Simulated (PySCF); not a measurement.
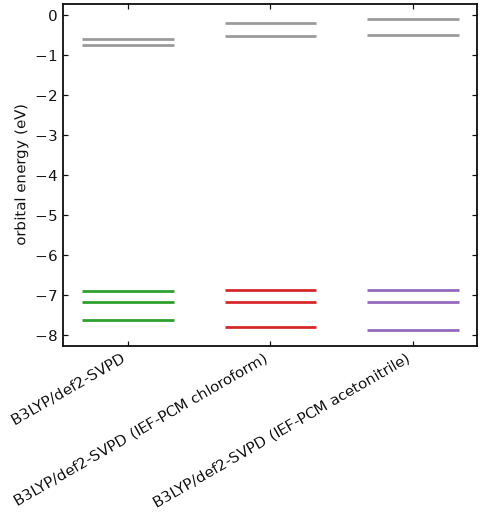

Frontier orbital energies of C₃H₁₀AlAs, SMILES C=[C](C)[AlH2-][AsH3+], singlet at one geometry, PySCF 2.14.0, at a PBE0-D3(BJ)/def2-SVP geometry (no frequency check). Empty levels are grey, levels within 0.1 eV stand side by side; all columns show the same few orbitals around the gap.

### How do the frontier levels move from column to column?

The separation grows from 6.15 eV (B3LYP/def2-SVPD) to 6.39 eV (B3LYP/def2-SVPD (IEF-PCM acetonitrile)).

```csv
level,HOMO (eV),LUMO (eV),separation (eV)
B3LYP/def2-SVPD,−6.89,−0.75,6.15
B3LYP/def2-SVPD (IEF-PCM chloroform),−6.86,−0.52,6.35
B3LYP/def2-SVPD (IEF-PCM acetonitrile),−6.87,−0.49,6.39
```

Limits of at least one run: empty levels above zero depend strongly on the basis; one conformer of a flexible molecule.
